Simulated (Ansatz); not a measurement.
C5H10 (1-pentene): a line through the functionals

C5H10 has 15 atoms, charge 0, and is taken as a singlet. As SMILES, `C=CCCC`. The coordinates come from a PBE0-D4/def2-TZVP relaxation. This is one conformer, not always the lowest.

The HOMO–LUMO gap y, in eV, basis 6-31G(d); a is the functional's share of exact exchange. Programs: Ansatz 0.2.0.

| functional | program | a | y (eV) |
| --- | --- | --- | --- |
| revPBE | Ansatz | 0 | 5.79 |
| PBE | Ansatz | 0 | 5.77 |
| B3LYP | Ansatz | 0.2 | ? |
| r2SCAN0 | Ansatz | 0.25 | 8.28 |
| PBE0 | Ansatz | 0.25 | 8.02 |
| BHLYP | Ansatz | 0.5 | 10.25 |

Question: Fit y = c + s·a to the known rows and predict B3LYP.

Answer: 
1. Means of the 5 rows: a = 0.2000, y = 7.622.
2. Σ(Δa)² = 0.175, Σ(Δa·Δy) = 1.578, so the slope is 1.578/0.175 = 9.0171.
3. Intercept: 7.622 − (9.0171) × 0.2000 = 5.819. The largest residual of the fit is 0.21.
4. B3LYP: 5.819 + (9.0171) × 0.2 = 7.62 eV.

The run gave 7.56 eV, so the prediction is off by +0.06 eV, within the scatter of the fit. Exact exchange lowers occupied levels and raises empty ones. The rows mix families of semi-local functionals, which the line can't see.

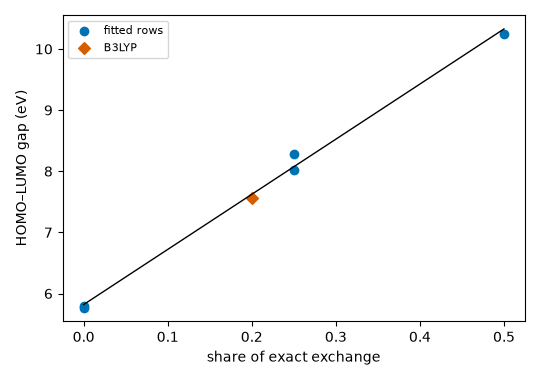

The fitted line, with the withheld row.
